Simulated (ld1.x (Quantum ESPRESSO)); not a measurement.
# A PAW potential for Hf, from input to tests

Aim: build the potential from the settings below, then test how well it stands in for the atom: other configurations, scattering, ghost states and the plane-wave cutoff that it needs.

Method: ld1.x (Quantum ESPRESSO) 7.5, PBEsol, scalar-relativistic.

## Step 1: The atom and the settings

Typed settings, in words:

| Property | Result |
| --- | --- |
| element | hafnium (Hf, Z = 72) |
| type | PAW |
| frozen core | [Kr] 4d10 |
| valence charge | 26 |
| reference configuration | 4f14 5s2 5p6 5d2 6s2 6p0 |
| partial waves | 5s (bound): rcut 1.45, rcutus 1.60 bohr; 6s (bound): rcut 1.45, rcutus 1.60 bohr; 5p (bound): rcut 1.95, rcutus 2.45 bohr; 6p (bound, empty): rcut 1.95, rcutus 2.45 bohr; 5d (bound): rcut 1.70, rcutus 1.90 bohr; 5d channel at 2.5 Ry: rcut 1.70, rcutus 1.90 bohr; 4f (bound): rcut 1.25, rcutus 1.30 bohr; 4f channel at -0.65 Ry: rcut 1.25, rcutus 1.30 bohr |
| local potential | all-electron potential smoothed inside 2.25 bohr (lloc = -2) |
| core correction | Bessel-smoothed model core inside 0.95 bohr |
| augmentation charge | BESSEL, radius 1.00 bohr |

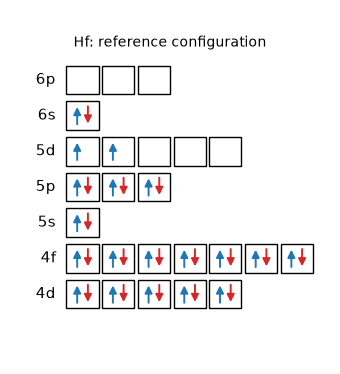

The outer shells as boxes. The arrows follow Hund's rule for the drawing; the calculation itself is spin-unpolarised.

## Step 2: Generating the potential

Input file Hf.in:

```
 &input
   title='Hf', zed=72., rel=1, dft='PBESOL', iswitch=3,
   config='[Xe] 4f14 5d2 6s2 6p0',
   nld=4, rlderiv=2.65, eminld=-7.0, emaxld=5.0, deld=0.02
 /
 &inputp
   pseudotype=3, lpaw=.true., tm=.true., lloc=-2, rcloc=2.25,
   nlcc=.true., new_core_ps=.true., rcore=0.95,
   which_augfun='BESSEL', rmatch_augfun=1.00,
   file_pseudopw='Hf.UPF', file_wfcaegen='ae.wfc', file_wfcncgen='nc.wfc', file_beta='beta', file_chi='chi', file_wfcusgen='us.wfc'
 /
8
5S  1  0   2.00   0.00  1.45  1.60  0.0
6S  2  0   2.00   0.00  1.45  1.60  0.0
5P  2  1   6.00   0.00  1.95  2.45  0.0
6P  3  1   0.00   0.00  1.95  2.45  0.0
5D  3  2   2.00   0.00  1.70  1.90  0.0
5D  3  2   0.00   2.50  1.70  1.90  0.0
4F  4  3  14.00   0.00  1.25  1.30  0.0
4F  4  3   0.00  -0.65  1.25  1.30  0.0
 &test
   configts(1)='4f14 5s2 5p6 5d2 6s2 6p0'
 /
```

On the command line:

```console
ld1.x < Hf.in > Hf.out
```

The output, Hf.out (without the banner and most projector matrices):

```text
     Program LD1 v.7.5
     --------------------------- All-electron run ----------------------------

     Hf
     scalar relativistic calculation

     atomic number is 72.00
     dft =PBESOL   lsd =0 sic =0 latt =0  beta=0.20 tr2=1.0E-14
     Exchange-correlation= PBESOL
                           (   1   4  10   8   0   0   0)
     mesh =1271 r(mesh) =  99.31870 a.u. xmin = -7.00 dx = 0.01250
     1 Ry =  13.60569312 eV, c = 137.03599908

     n l     nl                  e(Ry)          e(Ha)          e(eV)
     1 0     1S 1( 2.00)     -4796.7939     -2398.3969    -65263.7055
     2 0     2S 1( 2.00)      -820.3622      -410.1811    -11161.5962
     2 1     2P 1( 6.00)      -720.3752      -360.1876     -9801.2035
     3 0     3S 1( 2.00)      -186.9045       -93.4523     -2542.9654
     3 1     3P 1( 6.00)      -157.0399       -78.5200     -2136.6369
     4 0     4S 1( 2.00)       -37.6315       -18.8158      -512.0027
     4 1     4P 1( 6.00)       -27.8339       -13.9169      -378.6989
     3 2     3D 1(10.00)      -121.6905       -60.8453     -1655.6841
     5 0     5S 1( 2.00)        -4.9274        -2.4637       -67.0408
     5 1     5P 1( 6.00)        -2.6158        -1.3079       -35.5894
     4 2     4D 1(10.00)       -15.1783        -7.5891      -206.5111
     4 3     4F 1(14.00)        -1.2392        -0.6196       -16.8599
     5 2     5D 1( 2.00)        -0.1995        -0.0997        -2.7141
     6 0     6S 1( 2.00)        -0.3771        -0.1885        -5.1307
     6 1     6P 1( 0.00)        -0.1007        -0.0503        -1.3700

     final scf error:  6.9E-15 reached in  28 iterations

     Etot =  -30147.327533 Ry,  -15073.663767 Ha, -410175.286894 eV

     Ekin =   33034.001472 Ry,   16517.000736 Ha,  449450.486647 eV
     Encl =  -74387.071457 Ry,  -37193.535729 Ha,-1012087.666563 eV
     Eh   =   11811.775690 Ry,    5905.887845 Ha,  160707.395271 eV
     Exc  =    -606.033237 Ry,    -303.016619 Ha,   -8245.502249 eV

     normalization and overlap integrals

     s(1S/1S) =  1.000000  <r> =   0.0190  <r2> =    0.0005  r(max) =   0.0120
     s(2S/2S) =  1.000000  <r> =   0.0804  <r2> =    0.0076  r(max) =   0.0679
     s(2P/2P) =  1.000000  <r> =   0.0717  <r2> =    0.0063  r(max) =   0.0556
     s(3S/3S) =  1.000000  <r> =   0.2087  <r2> =    0.0498  r(max) =   0.1917
     s(3P/3P) =  1.000000  <r> =   0.2086  <r2> =    0.0504  r(max) =   0.1893
     s(4S/4S) =  1.000000  <r> =   0.4683  <r2> =    0.2477  r(max) =   0.4375
     s(4P/4P) =  1.000000  <r> =   0.4978  <r2> =    0.2820  r(max) =   0.4599
     s(3D/3D) =  1.000000  <r> =   0.1890  <r2> =    0.0419  r(max) =   0.1550
     s(5S/5S) =  1.000000  <r> =   1.1347  <r2> =    1.4492  r(max) =   1.0109
     s(5P/5P) =  1.000000  <r> =   1.3424  <r2> =    2.0513  r(max) =   1.1599
     s(4D/4D) =  1.000000  <r> =   0.5353  <r2> =    0.3325  r(max) =   0.4716
     s(4F/4F) =  1.000000  <r> =   0.6774  <r2> =    0.5955  r(max) =   0.4542
     s(5D/5D) =  1.000000  <r> =   2.5039  <r2> =    7.8670  r(max) =   1.6876
     s(6S/6S) =  1.000000  <r> =   3.4362  <r2> =   13.4643  r(max) =   2.8888
     s(6P/6P) =  1.000000  <r> =   5.0709  <r2> =   30.0624  r(max) =   4.0484

     ------------------------ End of All-electron run ------------------------

     --------------------- Generating PAW atomic setup --------------------

      Generating local potential from pseudized AE potential:
      Matching radius rcloc =   2.2500
      Enforcing V''(0)=0 (lloc=-2)

      Local pseudo, rcloc= 2.278 Estimated cut-off energy=     6.36 Ry

      Computing core charge for nlcc:

       r > 0.96 : true rho core
      Core charge pseudized with two Bessel functions
      Integrated core pseudo-charge :  12.73
      Wfc-us  5S rcutus= 1.605  Estimated cut-off energy=    20.66 Ry
      Wfc-us  6S rcutus= 1.605  Estimated cut-off energy=    39.50 Ry
      Wfc-us  5P rcutus= 2.456  Estimated cut-off energy=    14.50 Ry
      Wfc-us  6P rcutus= 2.456  Estimated cut-off energy=    27.22 Ry
      Wfc-us  5D rcutus= 1.912  Estimated cut-off energy=    30.64 Ry
      Wfc-us  5D rcutus= 1.912  Estimated cut-off energy=    43.49 Ry
      Wfc-us  4F rcutus= 1.314  Estimated cut-off energy=    93.29 Ry
      Wfc-us  4F rcutus= 1.314  Estimated cut-off energy=   115.62 Ry

     Required augmentation: BESSEL   radius:    1.000000
     Suggested rho cutoff for augmentation: 151.29 Ry

     Estimated PAW energy =-1143.139424 Ryd

     The PAW screened D coefficients
    -2.16654    -0.46675     0.00000     0.00000     0.00000     0.00000
     0.00000     0.00000
    -0.46675    -0.19769     0.00000     0.00000     0.00000     0.00000
     0.00000     0.00000
     0.00000     0.00000    -2.31123    -0.33072     0.00000     0.00000
     0.00000     0.00000
     0.00000     0.00000    -0.33072    -0.74355     0.00000     0.00000
     0.00000     0.00000
     0.00000     0.00000     0.00000     0.00000    -0.68834    -0.71908
     0.00000     0.00000
     0.00000     0.00000     0.00000     0.00000    -0.71908    -0.80042
     0.00000     0.00000
     0.00000     0.00000     0.00000     0.00000     0.00000     0.00000
    -5.04118    -2.43219
     0.00000     0.00000     0.00000     0.00000     0.00000     0.00000
    -2.43219    -1.23828

     The PAW descreened D coefficients (US)
    -7.74521    -2.05679     0.00000     0.00000     0.00000     0.00000
     0.00000     0.00000
    -2.05679    -0.67046     0.00000     0.00000     0.00000     0.00000
     0.00000     0.00000
     0.00000     0.00000     6.67580    -4.44218     0.00000     0.00000
     0.00000     0.00000
     0.00000     0.00000    -4.44218    -5.06640     0.00000     0.00000
     0.00000     0.00000
     0.00000     0.00000     0.00000     0.00000    -1.05302    -1.06082
     0.00000     0.00000
     0.00000     0.00000     0.00000     0.00000    -1.06082    -1.14993
     0.00000     0.00000
     0.00000     0.00000     0.00000     0.00000     0.00000     0.00000
     0.00191     0.15768
     0.00000     0.00000     0.00000     0.00000     0.00000     0.00000
     0.15768     0.10070

     ------------------- End of pseudopotential generation -------------------

     [... the all-electron block is printed once more ...]


     Computing logarithmic derivative in   2.66340
     Computing logarithmic derivative in   2.66340
     Computing the partial wave expansion
     R is outside the sphere for l=    0 j= 0.00
     R is outside the sphere for l=    0 j= 0.00
     R is outside the sphere for l=    1 j= 0.00
     R is outside the sphere for l=    1 j= 0.00
     R is outside the sphere for l=    2 j= 0.00
     R is outside the sphere for l=    2 j= 0.00
     R is outside the sphere for l=    3 j= 0.00
     R is outside the sphere for l=    3 j= 0.00

     ---------------------- Testing the pseudopotential ----------------------

     Hf
     scalar relativistic calculation

     atomic number is 72.00   valence charge is 26.00
     dft = SLA  PW   PSX  PSC   lsd =0 sic =0 latt =0  beta=0.20 tr2=1.0E-14
     mesh =1271 r(mesh) =  99.31870 xmin = -7.00 dx = 0.01250

     n l     nl             e AE (Ry)        e PS (Ry)    De AE-PS (Ry)
     4 3     4F   1(14.00)       -1.23918       -1.23909       -0.00009
     1 0     5S   1( 2.00)       -4.92741       -4.92736       -0.00005
     2 1     5P   1( 6.00)       -2.61577       -2.61572       -0.00005
     3 2     5D   1( 2.00)       -0.19948       -0.19947       -0.00002
     2 0     6S   1( 2.00)       -0.37710       -0.37709       -0.00000
     3 1     6P   1( 0.00)       -0.10069       -0.10070        0.00000

     eps = 5.2E-15  iter =  9

     Etot =  -30147.327533 Ry,  -15073.663767 Ha, -410175.286894 eV
     Etotps = -1143.139424 Ry,    -571.569712 Ha,  -15553.204205 eV

     Ekin =    1080.182842 Ry,     540.091421 Ha,   14696.636263 eV
     Encl =   -2199.273010 Ry,   -1099.636505 Ha,  -29922.633664 eV
     Ehrt =     581.984155 Ry,     290.992077 Ha,    7918.297812 eV
     Ecxc =    -606.033411 Ry,    -303.016706 Ha,   -8245.504615 eV
     (Ecc =     -36.991409 Ry,     -18.495705 Ha,    -503.293765 eV)

     ---------------------- End of pseudopotential test ----------------------
```

Run time: 1.9 s. Hardware: 1 thread of Neoverse-V2, shared host. (Generation and the later configuration tests together.)

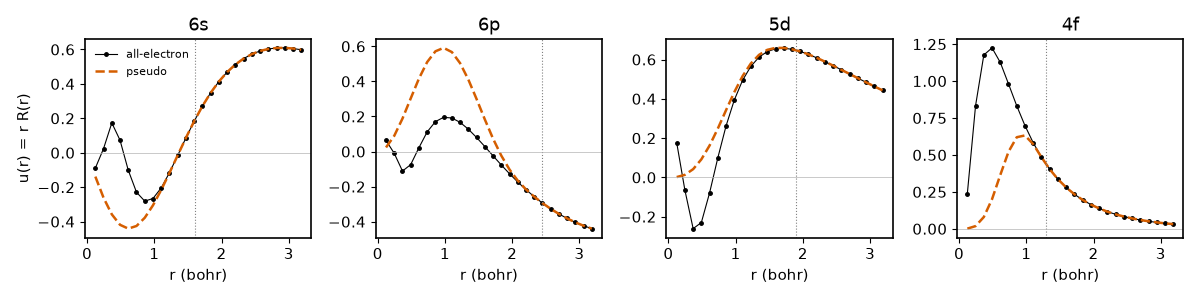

Bound waves of the atom and their pseudo partners (6s, 6p, 5d, 4f), with the matching radii dotted. The curves join 26 sampled radii, too few to resolve the innermost nodes.

## Step 3: Testing the new file in other configurations

Input file Hf.test.in:

```
 &input
   title='Hf', zed=72., rel=1, dft='PBESOL', iswitch=2,
   config='[Xe] 4f14 5d2 6s2 6p0'
 /
 &test
   file_pseudo='Hf.UPF', nconf=8,
   configts(1)='4f14 5s2 5p6 5d2 6s2 6p0',
   configts(2)='4f14 5s2 5p6 5d2 6s1 6p0',
   configts(3)='4f14 5s2 5p6 5d2 6s0 6p0',
   configts(4)='4f14 5s2 5p6 5d1 6s0 6p0',
   configts(5)='4f13 5s2 5p6 5d2 6s2 6p0',
   configts(6)='4f13 5s2 5p6 5d3 6s2 6p0',
   configts(7)='4f14 5s2 5p6 5d1 6s2 6p1',
   configts(8)='4f14 5s2 5p6 5d1 6s2 6p0'
 /
```

On the command line:

```console
ld1.x < Hf.test.in > Hf.test.out
```

Hf.test.out, the pseudopotential blocks, each with the warnings that came before it:

```text
     ---------------------- Testing the pseudopotential ----------------------

     Hf
     scalar relativistic calculation

     atomic number is 72.00   valence charge is 26.00
     dft =SLA  PW   PSX  PSC   lsd =0 sic =0 latt =0  beta=0.20 tr2=1.0E-14
     mesh =1271 r(mesh) =  99.31870 xmin = -7.00 dx = 0.01250

     n l     nl             e AE (Ry)        e PS (Ry)    De AE-PS (Ry)
     4 3     4F   1(14.00)       -1.23918       -1.23909       -0.00009
     1 0     5S   1( 2.00)       -4.92741       -4.92736       -0.00005
     2 1     5P   1( 6.00)       -2.61577       -2.61572       -0.00005
     3 2     5D   1( 2.00)       -0.19948       -0.19947       -0.00002
     2 0     6S   1( 2.00)       -0.37710       -0.37709       -0.00000
     3 1     6P   1( 0.00)       -0.10069       -0.10070        0.00000

     eps = 2.1E-15  iter =  9

     Etot =  -30147.327533 Ry,  -15073.663767 Ha, -410175.286894 eV
     Etotps = -1143.139419 Ry,    -571.569709 Ha,  -15553.204125 eV

     Ekin =    1080.182833 Ry,     540.091416 Ha,   14696.636140 eV
     Encl =   -2199.272990 Ry,   -1099.636495 Ha,  -29922.633392 eV
     Ehrt =     581.984149 Ry,     290.992074 Ha,    7918.297732 eV
     Ecxc =    -606.033410 Ry,    -303.016705 Ha,   -8245.504605 eV
     (Ecc =     -36.991409 Ry,     -18.495705 Ha,    -503.293765 eV)

     ---------------------- End of pseudopotential test ----------------------

     ---------------------- Testing the pseudopotential ----------------------

     Hf
     scalar relativistic calculation

     atomic number is 72.00   valence charge is 26.00
     dft =SLA  PW   PSX  PSC   lsd =0 sic =0 latt =0  beta=0.20 tr2=1.0E-14
     mesh =1271 r(mesh) =  99.31870 xmin = -7.00 dx = 0.01250

     n l     nl             e AE (Ry)        e PS (Ry)    De AE-PS (Ry)
     4 3     4F   1(14.00)       -1.75026       -1.75078        0.00052
     1 0     5S   1( 2.00)       -5.43843       -5.43839       -0.00004
     2 1     5P   1( 6.00)       -3.12754       -3.12761        0.00006
     3 2     5D   1( 2.00)       -0.67976       -0.67974       -0.00002
     2 0     6S   1( 1.00)       -0.80898       -0.80897       -0.00001
     3 1     6P   1( 0.00)       -0.46543       -0.46535       -0.00008

     eps = 4.9E-15  iter = 17

     Etot =  -30146.738930 Ry,  -15073.369465 Ha, -410167.278537 eV
     Etotps = -1142.550612 Ry,    -571.275306 Ha,  -15545.192998 eV
     dEtot_ae =       0.588603 Ry
     dEtot_ps =       0.588807 Ry,   Delta E=      -0.000204 Ry

     Ekin =    1079.466514 Ry,     539.733257 Ha,   14686.890131 eV
     Encl =   -2185.335807 Ry,   -1092.667903 Ha,  -29733.008357 eV
     Ehrt =     569.019550 Ry,     284.509775 Ha,    7741.905374 eV
     Ecxc =    -605.700869 Ry,    -302.850434 Ha,   -8240.980146 eV
     (Ecc =     -36.991409 Ry,     -18.495705 Ha,    -503.293765 eV)

     ---------------------- End of pseudopotential test ----------------------

     ---------------------- Testing the pseudopotential ----------------------

     Hf
     scalar relativistic calculation

     atomic number is 72.00   valence charge is 26.00
     dft =SLA  PW   PSX  PSC   lsd =0 sic =0 latt =0  beta=0.20 tr2=1.0E-14
     mesh =1271 r(mesh) =  99.31870 xmin = -7.00 dx = 0.01250

     n l     nl             e AE (Ry)        e PS (Ry)    De AE-PS (Ry)
     4 3     4F   1(14.00)       -2.34716       -2.34790        0.00074
     1 0     5S   1( 2.00)       -6.03507       -6.03507        0.00000
     2 1     5P   1( 6.00)       -3.72237       -3.72257        0.00020
     3 2     5D   1( 2.00)       -1.22693       -1.22691       -0.00002
     2 0     6S   1( 0.00)       -1.27842       -1.27841       -0.00001
     3 1     6P   1( 0.00)       -0.87096       -0.87078       -0.00019

     eps = 8.0E-15  iter = 14

     Etot =  -30145.698005 Ry,  -15072.849003 Ha, -410153.116035 eV
     Etotps = -1141.509376 Ry,    -570.754688 Ha,  -15531.026263 eV
     dEtot_ae =       1.629528 Ry
     dEtot_ps =       1.630043 Ry,   Delta E=      -0.000515 Ry

     Ekin =    1078.323140 Ry,     539.161570 Ha,   14671.333736 eV
     Encl =   -2168.941161 Ry,   -1084.470580 Ha,  -29509.947834 eV
     Ehrt =     554.458251 Ry,     277.229125 Ha,    7543.788809 eV
     Ecxc =    -605.349606 Ry,    -302.674803 Ha,   -8236.200975 eV
     (Ecc =     -36.991409 Ry,     -18.495705 Ha,    -503.293765 eV)

     ---------------------- End of pseudopotential test ----------------------

     Warning: n=4, l=3 expected 0 nodes, found 1
     ---------------------- Testing the pseudopotential ----------------------

     Hf
     scalar relativistic calculation

     atomic number is 72.00   valence charge is 26.00
     dft =SLA  PW   PSX  PSC   lsd =0 sic =0 latt =0  beta=0.20 tr2=1.0E-14
     mesh =1271 r(mesh) =  99.31870 xmin = -7.00 dx = 0.01250

     n l     nl             e AE (Ry)        e PS (Ry)    De AE-PS (Ry)
     4 3     4F   1(14.00)       -3.24803       -3.23973       -0.00830  !
     1 0     5S   1( 2.00)       -6.93224       -6.93098       -0.00125
     2 1     5P   1( 6.00)       -4.59757       -4.59488       -0.00269
     3 2     5D   1( 1.00)       -1.99168       -1.99123       -0.00045
     2 0     6S   1( 0.00)       -1.89303       -1.89317        0.00014
     3 1     6P   1( 0.00)       -1.40130       -1.40601        0.00471

     eps = 9.6E-15  iter = 16

     Etot =  -30144.097638 Ry,  -15072.048819 Ha, -410131.341933 eV
     Etotps = -1139.908870 Ry,    -569.954435 Ha,  -15509.250275 eV
     dEtot_ae =       3.229895 Ry
     dEtot_ps =       3.230548 Ry,   Delta E=      -0.000653 Ry

     Ekin =    1077.573894 Ry,     538.786947 Ha,   14661.139726 eV
     Encl =   -2146.385113 Ry,   -1073.192557 Ha,  -29203.057176 eV
     Ehrt =     533.573549 Ry,     266.786775 Ha,    7259.637971 eV
     Ecxc =    -604.671201 Ry,    -302.335600 Ha,   -8226.970796 eV
     (Ecc =     -36.991409 Ry,     -18.495705 Ha,    -503.293765 eV)

     ---------------------- End of pseudopotential test ----------------------
```

4 tests gave no usable energy difference (4f13 5s2 5p6 5d2 6s2 6p0; 4f13 5s2 5p6 5d3 6s2 6p0; 4f14 5s2 5p6 5d1 6s2 6p1; 4f14 5s2 5p6 5d1 6s2 6p0); the test run stopped with "negative rho".

Energies count from the reference configuration 4f14 5s2 5p6 5d2 6s2 6p0; the error is all-electron less pseudo. A star marks tests that logged a warning.

```tsv
valence configuration	charge	ΔE all-electron (eV)	error AE − PS (meV)
4f14 5s2 5p6 5d2 6s1 6p0	+1	8.008	-2.8
4f14 5s2 5p6 5d2 6s0 6p0	+2	22.171	-7.0
4f14 5s2 5p6 5d1 6s0 6p0 *	+3	43.945	-8.9
```

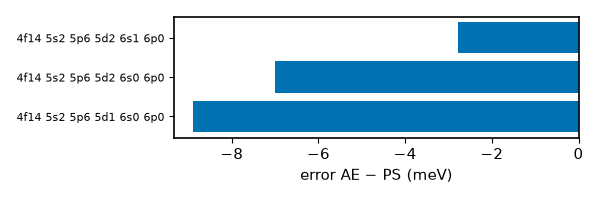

Error of the potential in each test configuration.

## Step 4: Does it scatter like the atom?

Taken from the files of the generation run. The phase is arctan(r·u′/u) with u = r·R, unwrapped, with energies in Ry. A pole is an energy at which the radial function vanishes at the test radius. The pseudo phase is shifted by a multiple of π to meet the all-electron one at the reference energy. Levels narrower than the energy grid can be missing from the poles. The last column is the largest difference on the grid between −1 and +1 Ry.

| channel | radius (bohr) | reference (Ry) | poles AE | poles PS | window around the reference with phases within 0.05 rad (Ry) | largest difference near zero (rad) |
| --- | --- | --- | --- | --- | --- | --- |
| s | 2.66 | -0.38 | -4.89, 2.56 | -4.89, 2.54 | the whole range | 0.000 |
| p | 2.66 | -0.10 | -2.48, 4.22 | -2.48, 4.01 | the whole range | 0.007 |
| d | 2.66 | -0.20 | 0.60 | 0.60 | the whole range | 0.000 |
| f | 2.66 | -1.24 | -1.22, 4.00 | -1.22, 4.15 | the whole range | 0.001 |

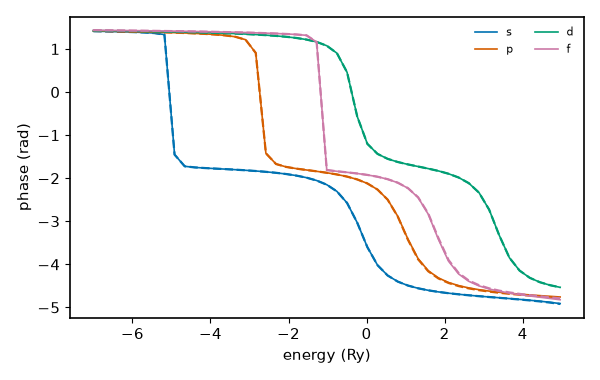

Phases by channel: all-electron solid, pseudo dashed.

## Step 5: Cutoff and ghost test in a Bessel basis

A separate test, outside the generator: the pseudo-atom's Hamiltonian at the reference potential is diagonalised in spherical Bessel functions j_l(qr) that vanish at 20 bohr, with q² up to the cutoff.

All-electron valence levels (Ry): 5s -4.9274, 6s -0.3771, 5p -2.6158, 6p -0.1007, 5d -0.1995, 4f -1.2392. The lowest levels of each channel (Ry) by cutoff; the last column sums, over occupied levels, occupation times the distance from the level at 400 Ry. A positive value at high cutoff is not a bound level.

| cutoff (Ry) | s #1 | s #2 | p #1 | p #2 | d #1 | f #1 | Σ f·Δε (mRy) |
| --- | --- | --- | --- | --- | --- | --- | --- |
| 8 | -4.6890 | -0.3392 | -2.5868 | -0.0633 | -0.0637 | 0.1039 | 19802.0 |
| 15 | -4.9044 | -0.3706 | -2.6154 | -0.0829 | -0.1636 | 0.1039 | 18936.6 |
| 30 | -4.9271 | -0.3769 | -2.6157 | -0.1004 | -0.1993 | 0.0935 | 18659.5 |
| 45 | -4.9274 | -0.3771 | -2.6158 | -0.1007 | -0.1995 | -0.9615 | 3888.0 |
| 70 | -4.9274 | -0.3772 | -2.6158 | -0.1007 | -0.1996 | -1.2308 | 117.2 |
| 100 | -4.9274 | -0.3772 | -2.6158 | -0.1007 | -0.1996 | -1.2381 | 15.8 |
| 110 | -4.9274 | -0.3772 | -2.6158 | -0.1007 | -0.1996 | -1.2386 | 8.8 |
| 160 | -4.9275 | -0.3772 | -2.6158 | -0.1007 | -0.1996 | -1.2391 | 1.5 |
| 180 | -4.9275 | -0.3772 | -2.6158 | -0.1007 | -0.1996 | -1.2392 | 0.7 |
| 230 | -4.9275 | -0.3772 | -2.6158 | -0.1007 | -0.1996 | -1.2392 | 0.3 |
| 400 | -4.9275 | -0.3772 | -2.6158 | -0.1007 | -0.1996 | -1.2392 | 0.0 |

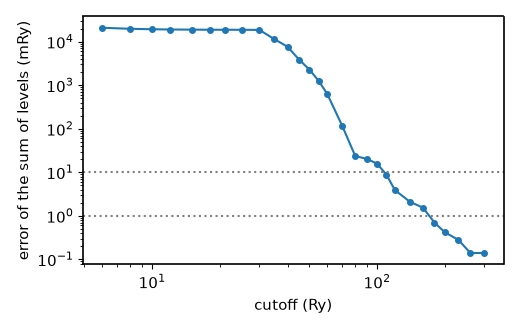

Occupation-weighted error of the valence levels against the cutoff; the dotted lines mark 10 and 1 mRy.

The sum stays within 10 mRy from 110 Ry and within 1 mRy from 180 Ry. The sum leaves out empty levels, which can need more. Ghost test: no level below the all-electron spectrum of its channel (s, p, d, f tested).

## Step 6: Outcome

```
                                                quantity                                                                                   value
               cutoffs for 10 and 1 mRy, occupied levels                                                                       110 Ry and 180 Ry
                                            bound ghosts                                                                              none found
                            largest test error (AE − PS)  -8.9 meV, for 4f14 5s2 5p6 5d1 6s0 6p0 (this test logged a warning) (4 tests unsolved)
largest phase difference near zero energy, channels read                                                                               0.007 rad
         lowest eigenvalue of the overlap (Bessel basis)                                                                               0.077 (p)
```

By total energies transferability is good where solved: the largest error is 8.9 meV on 43.9 eV, for 4f14 5s2 5p6 5d1 6s0 6p0. The test run broke off, so later configurations gave nothing; the verdict rests on few tests. By its cutoff, 110 Ry for the looser tolerance, it is hard. The slowest occupied level is 4f: taken alone it needs 110 Ry to come within 1 mRy, against 30 Ry for 5d. It is free of bound ghosts as far as tested. Near zero energy the phases of the channels with partial waves agree within 0.007 rad. These are tests on the free atom; a crystal test is still owed.
